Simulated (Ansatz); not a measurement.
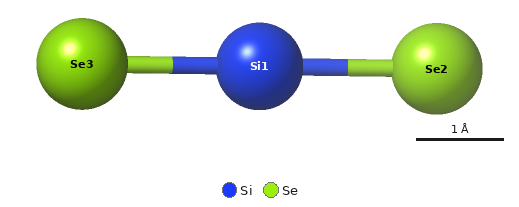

The input geometry of the first run (ball-and-stick view, seen on its broad side; atoms are numbered from 1 in the order of the input).

## SiSe₂: a changed input and its effect

System: SiSe₂, multiplicity 3.
Method of the first run: UKS PBE-D4/def2-TZVP (Ansatz 0.2.0).

The geometry: PBE-D4/def2-TZVP start. Text and figures count atoms from 1; the logs count them from 0 in places.

**The input, the first run**
```yaml
crystal:
  periodic: [false, false, false]
  atoms:
    - {symbol: Si, position_ang: [0.000014, -0.000002, 0.000004]}
    - {symbol: Se, position_ang: [-0.070747, -0.141252, 2.067844]}
    - {symbol: Se, position_ang: [0.070723, 0.141255, -2.067838]}
basis:
  gaussian: {orbitals: def2-TZVP}
magnetization: {spin_polarized: true, initial_magnetization: 2}
hamiltonian: {xc: pbe, dispersion: d4}
scf: {lower_state_search: "off"}
output: {orbitals: {seedname: orbitals}}
relax: {f_tol: 0.02, max_steps: 100}
```

Launched with:
```bash
ansatz run in.yaml --threads 4 --pin off --events-out ev --progress --plain --max-ram 3916MiB
```

Hardware: 4 threads of Arm Neoverse V1, 23 GiB of memory available, shared host.

**Output, shortened to warnings, some set-up lines, iterations and results (the first run)**
```
[...]
mean field evaluation 1: about -138550.9835 eV, gradient 1.5e1 eV
mean field evaluation 2: about -138550.0232 eV, gradient 1.8e1 eV
mean field evaluation 4: about -138552.0225 eV, gradient 2.3e0 eV
mean field evaluation 8: about -138551.9935 eV, gradient 6.0e-2 eV
mean field evaluation 16: about -138551.9935 eV, gradient 3.1e-4 eV
[... 10 lines ...]
mean field evaluation 96: about -138553.6204 eV, gradient 7.1e-5 eV
relax step   9: F+E_penalty+E_count = -138553.73944470 eV  Δ(F+E_penalty+E_count) = -3.308e-1 eV  max|allowed force component| = 4.669e-1 eV/Å  Δτ_max = 0.1946 Å  (27 SCF …
relax step  10: F+E_penalty+E_count = -138553.86377598 eV  Δ(F+E_penalty+E_count) = -1.243e-1 eV  max|allowed force component| = 1.966e-1 eV/Å  Δτ_max = 0.1950 Å  (27 SCF …
relax step  11: F+E_penalty+E_count = -138553.86668130 eV  Δ(F+E_penalty+E_count) = -2.905e-3 eV  max|allowed force component| = 1.442e-1 eV/Å  Δτ_max = 0.0281 Å  (22 SCF …
relax step  12: F+E_penalty+E_count = -138553.86758521 eV  Δ(F+E_penalty+E_count) = -9.039e-4 eV  max|allowed force component| = 7.524e-3 eV/Å  Δτ_max = 0.0106 Å  (24 SCF …
Total energy: -138553.86761427 eV, -5091.7607196400 hartree
Atom 0 at     0.839423    -0.112181     0.021055 Å, force     0.004507    -0.000602     0.000113 eV/Å
Atom 1 at    -0.480193    -0.064677     1.757422 Å, force    -0.001998     0.000811    -0.007524 eV/Å
Atom 2 at    -0.359240     0.176859    -1.778467 Å, force    -0.002509    -0.000209     0.007411 eV/Å
Dipole moment:     0.156659    -0.020936     0.003929 e Å
Checks for a lower state left out: stability, starts, cluster_reference, orbital_swaps, neighbouring_geometries, increment
```

For the second run the input was changed thus:
```diff
-magnetization: {spin_polarized: true, initial_magnetization: 2}
+total_charge: 1
+magnetization: {spin_polarized: true, initial_magnetization: 1}
```

How does the second run compare with the first run?

The total energies belong to different systems, so their difference says nothing on which is more stable or more accurate. The HOMO goes from −5.96 to −12.18 eV. The LUMO goes from −5.49 to −12.09 eV. On the same kind of shared host the second run took about 0.19 times as long.

**Output (the second run)**
```
Functional definition: PBE
  parameter kappa = 0.804
  parameter beta = 0.06672455060314922
  exchange = pbe_x(kappa = kappa, mu = beta*pi^2/3)
  correlation = pbe_c(beta = beta)
these checks for a lower state are left out or cut short: stability, starts, cluster_reference, orbital_swaps, neighbouring_geometries, increment
1026 factors; their error is unknown
mean field evaluation 1: about -138543.9166 eV, gradient 1.7e1 eV
mean field evaluation 2: about -138543.4360 eV, gradient 2.0e1 eV
mean field evaluation 4: about -138545.7690 eV, gradient 3.4e0 eV
mean field evaluation 8: about -138545.7600 eV, gradient 8.4e-2 eV
mean field evaluation 16: about -138545.7601 eV, gradient 7.6e-5 eV
mean field -138545.76009662 eV, -5091.4627738617 hartree, gradient 3.3e-6 eV, S^2 0.763115; 0 other end points of the search recorded, 0 dependent functions left out
the calculation of the forces begins
reference -138545.76012874 eV, -5091.4627750421 hartree; 41, 40 occupied and 92, 93 virtual orbitals, 1026 factors
relax step   1: F+E_penalty+E_count = -138545.86980942 eV  Δ(F+E_penalty+E_count) = +0.000e0 eV  max|allowed force component| = 6.323e-1 eV/Å  Δτ_max = 0.0000 Å  (18 SCF iters, accepted)
these checks for a lower state are left out or cut short: stability, starts, cluster_reference, orbital_swaps, neighbouring_geometries, increment
1026 factors; their error is unknown
mean field -138545.77756673 eV, -5091.4634158765 hartree, gradient 2.9e-6 eV, S^2 0.764680; 0 other end points of the search recorded, 0 dependent functions left out
the calculation of the forces begins
reference -138545.77759893 eV, -5091.4634170599 hartree; 41, 40 occupied and 92, 93 virtual orbitals, 1026 factors
relax step   2: F+E_penalty+E_count = -138545.88600602 eV  Δ(F+E_penalty+E_count) = -1.620e-2 eV  max|allowed force component| = 1.211e-1 eV/Å  Δτ_max = 0.0328 Å  (24 SCF iters, accepted)
these checks for a lower state are left out or cut short: stability, starts, cluster_reference, orbital_swaps, neighbouring_geometries, increment
1026 factors; their error is unknown
mean field evaluation 32: about -138545.8351 eV, gradient 4.6e-4 eV
mean field -138545.77804580 eV, -5091.4634334820 hartree, gradient 2.2e-6 eV, S^2 0.764419; 0 other end points of the search recorded, 0 dependent functions left out
the calculation of the forces begins
reference -138545.77807799 eV, -5091.4634346649 hartree; 41, 40 occupied and 92, 93 virtual orbitals, 1026 factors
relax step   3: F+E_penalty+E_count = -138545.88668721 eV  Δ(F+E_penalty+E_count) = -6.812e-4 eV  max|allowed force component| = 8.810e-3 eV/Å  Δτ_max = 0.0052 Å  (24 SCF iters, accepted)
Total energy: -138545.88671940 eV, -5091.4674271630 hartree
Atom 0 at     0.000004    -0.000001     0.000004 Å, force    -0.000013     0.000002    -0.000000 eV/Å
Atom 1 at    -0.071683    -0.143132     2.095350 Å, force     0.000308     0.000601    -0.008810 eV/Å
Atom 2 at     0.071669     0.143133    -2.095343 Å, force    -0.000295    -0.000603     0.008810 eV/Å
Dipole moment:     0.000003    -0.000000     0.000000 e Å
Checks for a lower state left out: stability, starts, cluster_reference, orbital_swaps, neighbouring_geometries, increment
```

**The two runs side by side**

| quantity | the first run | the second run |
| --- | --- | --- |
| outcome | converged | converged |
| total energy (hartree) | −5091.760720 | −5091.467427 |
| HOMO (eV) | −5.96 | −12.18 |
| LUMO (eV) | −5.49 | −12.09 |
| dipole moment (D) | 0.76 | – |
| ⟨S²⟩ | 2.006 | 0.764 |
| largest force (eV/Å) | 0.008 | 0.009 |
| basis functions | 133 | 133 |
| wall time (shared host) | 19 s | 3.5 s |
